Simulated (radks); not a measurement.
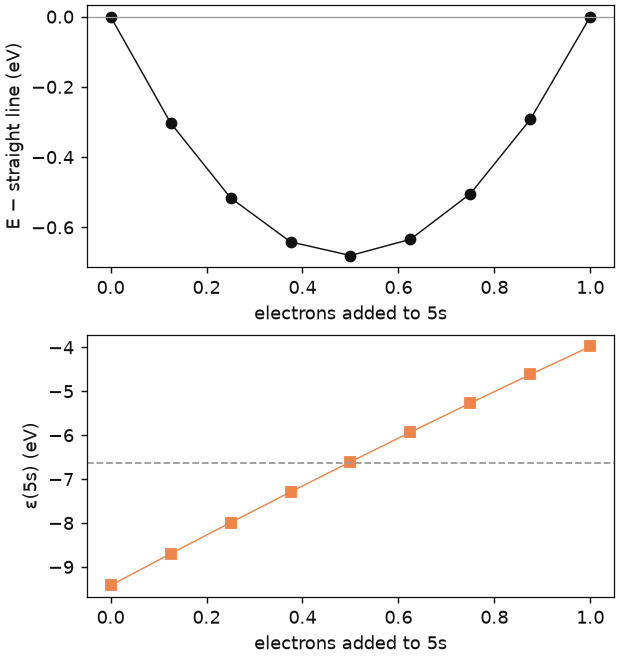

The calculation used the in-house radial solver radks at this level: Dirac Kohn-Sham, PBE, spin-unpolarised, spherical densities, finite nucleus. The occupation of the 5s shell is varied from Nb⁺ ([Kr] 4d4 (open shells shared over both j by 2j + 1)) to Nb ([Kr] 4d4 5s1 (open shells shared over both j by 2j + 1)), with spherical fractional occupations. The plot shows the total energy less the straight line between the end points, and the eigenvalue of 5s (the dashed line is minus the energy to take the whole electron out).

> Describe the curve.

The curve is convex (below the straight line), with the largest deviation among the points computed, −0.68 eV, at 0.5. The end points differ by 6.64 eV, the energy to take the electron out. The eigenvalue, which is the slope of the energy (Janak's theorem), moves from −9.42 eV at 0 to −3.98 eV at 1; for a straight line it would stay constant, and a parabola would sag by an eighth of this change, scaled to a whole electron, 0.68 eV. Convexity is the delocalisation error: fractional charges are too low in energy. The shell lies under occupied ones, so the straight line is a guide here rather than an exact condition.
